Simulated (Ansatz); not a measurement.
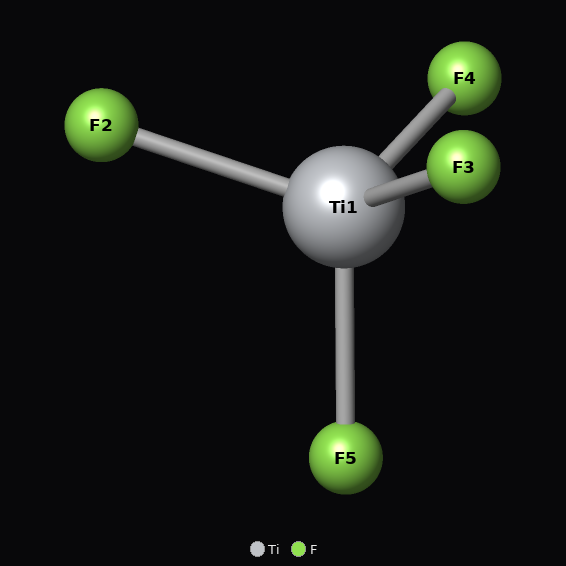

The species is neutral and a spin singlet. Harmonic vibrations computed with RKS PBE0-D4/def2-TZVP (Ansatz 0.2.0) at a stationary point of the same level.

How many imaginary frequencies does it have?

Answer. A minimum: no imaginary frequency, and the lowest mode lies at 192 cm⁻¹.

How many vibrational modes are there, and where do they lie?

Answer. 9 modes: 192, 192, 221, 221, 221, 729, 813, 813, 813 cm⁻¹.
